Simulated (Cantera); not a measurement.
Feed: 1 mol MgO, a varied amount of I2, 3.8 mol H2, equilibrated at 750 K and 34.5 Torr.

Cantera equilibrium calculation (NASA polynomials, part measured and part estimated; ideal gas, pure solids and liquids). Candidate condensed phases: H2O, I2, Mg, MgI2, MgO, Mg(OH)2; 20 gas species. The numbers say what is thermodynamically allowed, not how fast it happens.

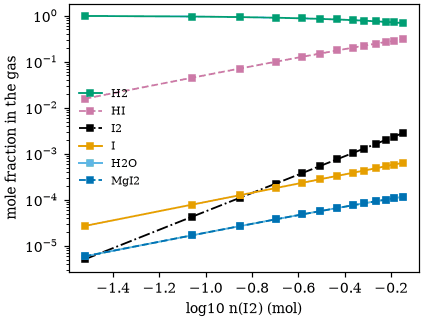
*Equilibrium gas composition (values under 1e-9 drawn at 1e-9)*

Q: Read off the mole fractions at 0.48 mol I2.

A: H2 about 0.78, HI about 0.22, I2 about 0.0013, I about 0.00043, H2O about 8.3e-5, MgI2 about 8.3e-5.
